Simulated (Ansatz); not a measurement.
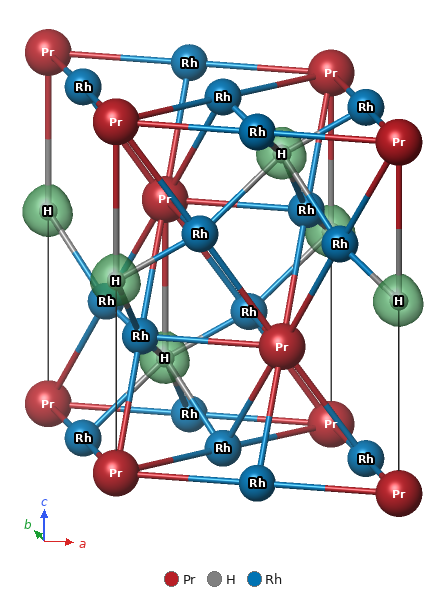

Figure 1: PrHRh$_{3}$. Isosurface of the ELF at 0.7 (green), seen slightly off an axis. Only the valence region is drawn (cores and ρ < 0.01 e/Å³ removed). Sticks mark near contacts.

Space group R3m; a generated structure, not necessarily the stable one; changed on purpose from its base cell (volume × 0.97, shape and atoms relaxed); computed pressure about 4 GPa in this cell; computed without spin polarisation; no Hubbard U on the f states and no spin–orbit coupling.

Theory: Ansatz, DFT PBE, scalar-relativistic, plane waves, PAW; 4f electrons in the core of a trivalent norm-conserving potential.

Input

```
crystal:
  lattice:
    - [2.9233164332, 1.6877775297, 2.3909634336]
    - [-2.9233164332, 1.6877775297, 2.3909634336]
    - [0.0, -3.3755550593, 2.3909634336]
  atoms:
    - { symbol: Pr, position: [0.9948584604, 0.9948584604, 0.9948584604] }
    - { symbol: H, position: [0.5696570666, 0.5696570666, 0.5696570666] }
    - { symbol: Rh, position: [0.4931433376, 0.0028636177, 0.4931433376] }
    - { symbol: Rh, position: [0.4931433376, 0.4931433376, 0.0028636177] }
    - { symbol: Rh, position: [0.0028636177, 0.4931433376, 0.4931433376] }
basis:
  ecutwfc: 660
kpoints:
  mp_grid: { grid: [6, 6, 6] }
hamiltonian:
  xc: pbe
  pseudopotentials:
    kind: paw
    azcp: { Pr: "pseudopotentials/pbe/nc/lanthanide_3plus/Pr.nc.azcp" }
scf:
  occupations: { method: gaussian, width: 0.1 }
output:
  forces: true
  stress: true
  eigenvalues: true
  write_density: true
  write_potential: true
  elf: true
  volumetric_format: npy
relax:
  adjacent_minimum: "off"
  f_tol: 0.01
  max_steps: 30
  cell: { stress_tol: 0.1, fix: [volume] }
```

Run with:

```sh
ansatz run input.yaml --threads 1 --pin off --max-ram 2816MiB --backend cpu --events-out ev --progress --plain --runs-dir out
```

Below, planes, directions and counts refer to the conventional cell (a = 5.85 Å, b = 5.85 Å, c = 7.17 Å, α = 90.00°, β = 90.00°, γ = 120.00°).

The fields are those of the run's last geometry, not of the input's.

### What do the ELF domains correspond to?

The ELF exceeds this value in three regions around hydrogen nuclei, counted in one cell of 15 atoms. Regions shared between cells count once. Along the contacts the grid gives the following. Rh–H (1.91 Å): the ELF climbs to about 0.95 towards the hydrogen. Pr–Rh (2.92 Å): the ELF is about 0.15 at the midpoint (no localised pair shows between them).
